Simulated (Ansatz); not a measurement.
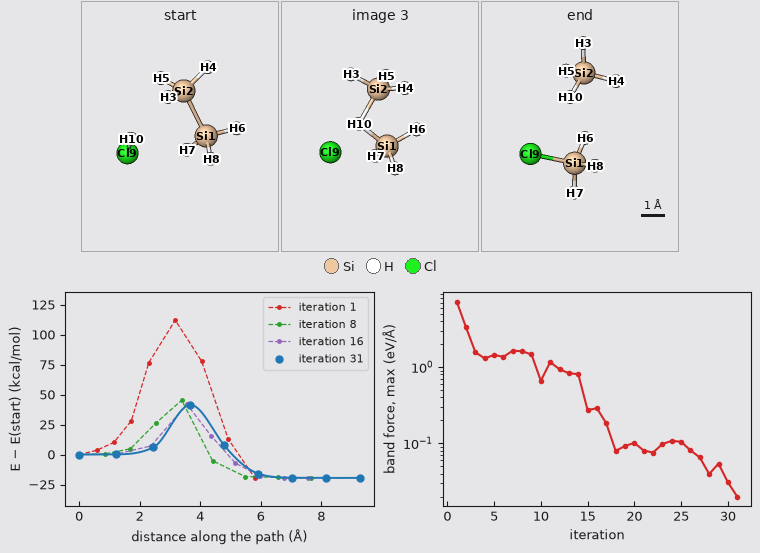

A nudged-elastic-band calculation for Si₂H₇Cl, made up at the start of Si2H6 and HCl. Images are numbered from 0 (start) to 8 (end). The plot follows the band through its iterations. A ball-and-stick model, seen at a tilt.

The calculation used Ansatz 0.2.0, RKS B3LYP-D4/def2-SVP. Run with 7 movable images; climbing image; force threshold 0.03 eV/Å; iteration limit 60; starting path through a guess of the saddle point.

**Did the band converge, and can the barrier be trusted?**

The result is final at these settings. The band converged in 31 iterations. The largest component of the band force went from 7.2 to 0.02 eV/Å. The climbing image converged on the top of the path. Its vibrational analysis gives one imaginary mode (889i cm⁻¹), as a transition state must have. The first iteration put the highest image at 112.1 kcal/mol. The highest point, image 3, lies 41.4 kcal/mol above the start and 60.9 kcal/mol above the end; the end is at −19.5 kcal/mol relative to the start.

Limits of the set-up: the start holds two separate molecules, 2.4 Å apart at their closest, whose relative position is a soft coordinate.

The run took 2.4 min on 2 threads of AMD EPYC 9R45 96-Core Processor (Zen 5) (shared host), peak memory 0.21 GiB.
